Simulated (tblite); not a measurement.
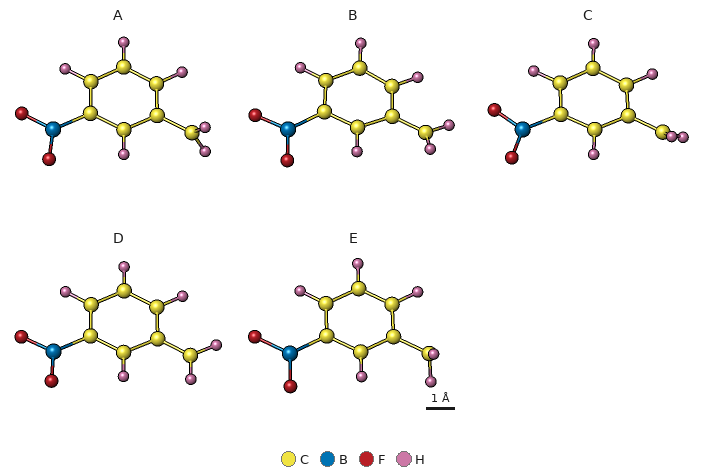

5 geometries from one relaxation of C$_{7}$H$_{6}$BF$_{2}$ (multiplicity 2), in shuffled order. A ball-and-stick model, seen at a tilt.

Method: GFN2-xTB geometry optimisation, gas phase (tblite). 

> Put them in the order of the run, from the start to the converged end.

E, A, C, B, D. They are steps 0, 38, 43, 49, 89, at +1.658 eV, +0.790 eV, +0.684 eV, +0.221 eV relative to the last. The atom that moves furthest after the best rigid fit is an H atom (1.53 Å). Largest moves by element: H 1.53 Å, F 0.25 Å, C 0.17 Å, B 0.10 Å. Among the contacts that change: B–F 1.453 → 1.321 Å, C–C 1.476 → 1.380 Å, C–H 1.113 → 1.075 Å, B–C 1.579 → 1.553 Å. Bond angles that change, for instance: C–C–H 110.8° → 121.1°, H–C–H 109.8° → 117.7°, F–B–F 119.1° → 113.8°. After 89 geometry steps the energy has fallen by 1.658 eV. Cost: 0.6 s on 1 thread of Arm Neoverse V1 (shared host).
